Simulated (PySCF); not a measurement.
**GaCl (SMILES [Cl][Ga]) at 4 levels**

Aim: a comparison of 4 runs (HF/pcseg-0, HF/pcseg-1, HF/pcseg-2, HF/pcseg-3) of GaCl. 

The results are computed with PySCF 2.14.0.

## Step 1: The structure to begin with

GaCl has 2 atoms, charge 0, and is taken as a singlet. SMILES: `[Cl][Ga]`. Geometry: a GFN2-xTB relaxation, a rough one for these elements and not checked as a minimum.

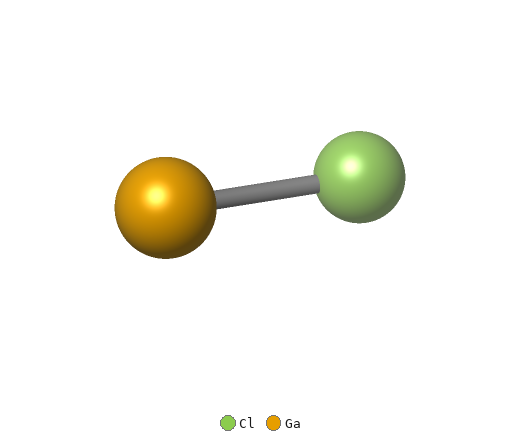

The structure, seen from a chosen angle (chlorine green, gallium amber).

## Step 2: The response to a field at HF/pcseg-0 (run 1)

File mol.xyz:

```xyz
2
ClGa
Cl     0.000000     0.000000     0.000000
Ga     0.000000     0.000000     2.168600
```

File job.py:

```python
# ClGa
import numpy
from pyscf import gto
from pyscf.prop.polarizability import rhf

mol = gto.M(
    atom='mol.xyz',
    charge=0,
    verbose=3,
    basis='pcseg-0',
    max_memory=1860,
)

mf = mol.RHF()
mf.conv_tol = 1e-10
mf.kernel()
if not mf.converged:
    mf = mf.newton().run(mf.mo_coeff, mf.mo_occ)

energy = mf.e_tot
print(f'total energy: {energy:.8f} hartree')
pol = rhf.Polarizability(mf)
alpha = pol.polarizability()
print('isotropic polarizability %.4f bohr^3' % (numpy.trace(alpha) / 3))
alpha_w = pol.polarizability_with_freq(freq=0.0774)
beta = pol.hyper_polarizability()
```

Run with:

```bash
$ OMP_NUM_THREADS=1 python job.py
```

Log:

```text
converged SCF energy = -2379.78497844138
total energy: -2379.78497844 hartree
isotropic polarizability 36.2426 bohr^3
```

Run time: 1.9 s. Hardware: 1 thread of Arm Neoverse V2, shared host; peak memory 0.12 GiB.

## Step 3: The polarisability at HF/pcseg-1 (run 2)

File job.py:

```python
import numpy
from pyscf import gto, scf
from pyscf.prop.polarizability import rhf

mol = gto.M(
    atom='''
Cl     0.000000     0.000000     0.000000
Ga     0.000000     0.000000     2.168600
''',
    max_memory=1860,
    basis='pcseg-1',
    verbose=3,
)

myscf = scf.RHF(mol)
myscf.conv_tol = 1e-10
myscf.kernel()
if not myscf.converged:
    myscf = myscf.newton().run(myscf.mo_coeff, myscf.mo_occ)

energy = myscf.e_tot
print('E = %.10f Eh' % energy)
pol = rhf.Polarizability(myscf)
alpha = pol.polarizability()
print('isotropic polarizability %.4f bohr^3' % (numpy.trace(alpha) / 3))
alpha_w = pol.polarizability_with_freq(freq=0.0774)
beta = pol.hyper_polarizability()
```

Run with:

```bash
$ OMP_NUM_THREADS=1 python job.py
```

Log:

```text
converged SCF energy = -2382.52768957399
E = -2382.5276895740 Eh
isotropic polarizability 43.7261 bohr^3
```

Run time: 4.2 s. Hardware: 1 thread of Arm Neoverse V2, shared host; peak memory 0.11 GiB.

## Step 4: The polarisability at HF/pcseg-2 (run 3)

File job.py:

```python
import numpy
from pyscf import gto, scf
from pyscf.prop.polarizability import rhf

mol = gto.M(
    atom='Cl 0.000000 0.000000 0.000000; Ga 0.000000 0.000000 2.168600',
    verbose=3,
    charge=0,
    spin=0,
    max_memory=1860,
    basis='pcseg-2',
)

calc0 = scf.RHF(mol)
calc0.conv_tol = 1e-10
calc0.kernel()
if not calc0.converged:
    calc0 = calc0.newton().run(calc0.mo_coeff, calc0.mo_occ)

e_final = calc0.e_tot
print('E(%s) = %.9f' % ('HF', e_final))
pol = rhf.Polarizability(calc0)
alpha = pol.polarizability()
print('isotropic polarizability %.4f bohr^3' % (numpy.trace(alpha) / 3))
alpha_w = pol.polarizability_with_freq(freq=0.0774)
beta = pol.hyper_polarizability()
```

Run with:

```bash
$ OMP_NUM_THREADS=1 python job.py
```

Log:

```text
converged SCF energy = -2382.84142176812
E(HF) = -2382.841421768
isotropic polarizability 43.3855 bohr^3
```

It took 40 s on 1 thread of Arm Neoverse V2, shared host; peak memory 0.15 GiB.

## Step 5: The response to a field at HF/pcseg-3 (run 4)

File calc.py:

```python
import numpy
from pyscf import gto, scf
from pyscf.prop.polarizability import rhf

mol = gto.M(
    atom='Cl 0.000000 0.000000 0.000000; Ga 0.000000 0.000000 2.168600',
    basis='pcseg-3',
    charge=0,
    spin=0,
    max_memory=1860,
    verbose=3,
)

mf = scf.RHF(mol)
mf.conv_tol = 1e-10
mf.kernel()
if not mf.converged:
    mf = mf.newton().run(mf.mo_coeff, mf.mo_occ)

e_final = mf.e_tot
print('E(%s) = %.9f' % ('HF', e_final))
pol = rhf.Polarizability(mf)
alpha = pol.polarizability()
print('isotropic polarizability %.4f bohr^3' % (numpy.trace(alpha) / 3))
alpha_w = pol.polarizability_with_freq(freq=0.0774)
beta = pol.hyper_polarizability()
```

Run with:

```bash
$ OMP_NUM_THREADS=1 python calc.py
```

Log:

```text
converged SCF energy = -2382.85688411283
E(HF) = -2382.856884113
isotropic polarizability 47.7482 bohr^3
```

It took 5.9 min on 1 thread of Arm Neoverse V2, shared host; peak memory 0.47 GiB.

## Step 6: All runs side by side

```tsv
run	level	energy (Eh)	dipole moment (D)	HOMO energy (eV)	LUMO energy (eV)	wall time
1	HF/pcseg-0	-2379.784978	2.98	-9.51	1.09	1.9 s
2	HF/pcseg-1	-2382.527690	2.32	-9.59	0.87	4.2 s
3	HF/pcseg-2	-2382.841422	2.17	-9.47	0.82	40 s
4	HF/pcseg-3	-2382.856884	2.06	-9.49	0.68	5.9 min
```

Convergence of the HOMO energy of singlet GaCl with the basis set, against the last point:

```tsv
basis set	from the last (eV)	wall time
pcseg-0	-0.0288	1.9 s
pcseg-1	-0.1022	4.2 s
pcseg-2	+0.0115	40 s
pcseg-3	+0.0000	5.9 min
```

Convergence of the total energy of singlet GaCl with the basis set, against the last point:

```tsv
basis set	from the last (mEh)	wall time
pcseg-0	+3071.906	1.9 s
pcseg-1	+329.195	4.2 s
pcseg-2	+15.462	40 s
pcseg-3	+0.000	5.9 min
```

## Step 7: What came out

| quantity | value |
| --- | --- |
| run 4: total energy | -2382.85688 Eh |
| run 4: dipole moment | 2.06 D |
| run 4: HOMO energy | -9.49 eV |
| run 4: LUMO energy | 0.68 eV |
| run 4: HOMO–LUMO gap | 10.17 eV |
| run 4: mean static polarisability | 47.7 bohr³ |
| run 4: mean polarisability at ω = 0.0774 Eh | 52.1 bohr³ |

For the HOMO energy of singlet GaCl to stay within 0.1 eV of the last point, pcseg-2 is the first point of the series from which all later ones do (40 s against 5.9 min). For the HOMO energy of singlet GaCl to stay within 0.02 eV of the last point, pcseg-2 is the first point of the series from which all later ones do (40 s against 5.9 min). The dipole moment (its size) runs from 2.06 D (HF/pcseg-3) to 2.98 D (HF/pcseg-0). The HOMO–LUMO gap runs from 10.17 eV (HF/pcseg-3) to 10.61 eV (HF/pcseg-0). All runs together took 6.7 min, the longest 5.9 min.
